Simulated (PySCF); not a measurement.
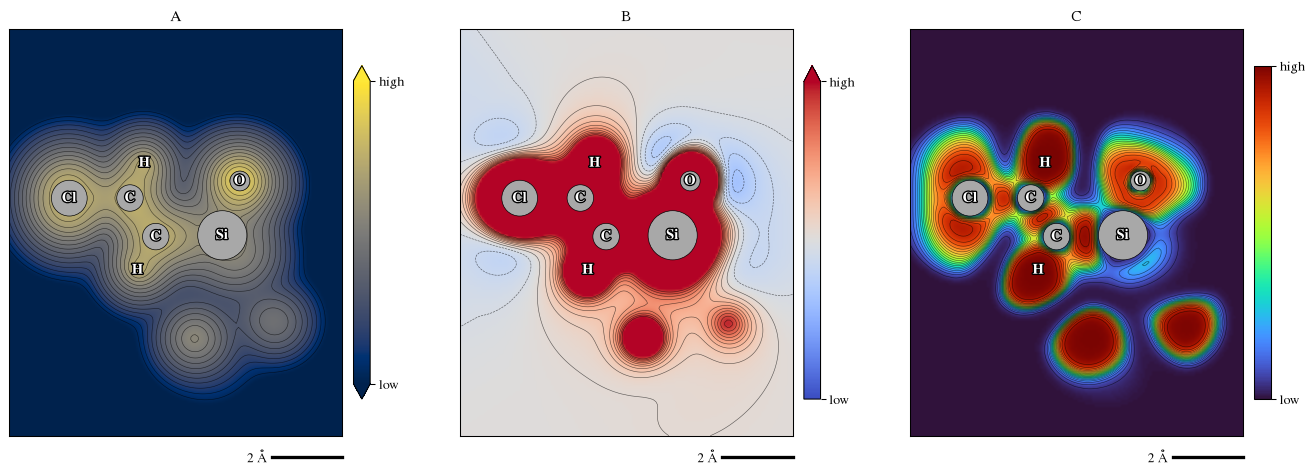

C4H9ClO3Si: 3 fields on the plane of atoms Si4, C7 and C8, with unlabelled colour scales. Grey discs cover the atomic cores.

Geometry: GFN2-xTB.

All numbers below come from PySCF, PBE0/pcSseg-1, SCF density, gas phase, non-relativistic.

### Which field does each panel show? The fields are: electron density, electron localisation function and electrostatic potential.

Panel A: electron density. Panel B: electrostatic potential (strongly positive close to the atoms, with negative regions outside electron-rich atoms). Panel C: electron localisation function. From the grid: C–C (1.32 Å): ρ is about 2.3 e/Å³ halfway; the ELF peaks at about 0.90 between the atoms; a short, multiple covalent bond. Si–O (1.63 Å): ρ is about 1.2 e/Å³ halfway; the ELF peaks at about 0.85 between the atoms; a polar covalent bond.
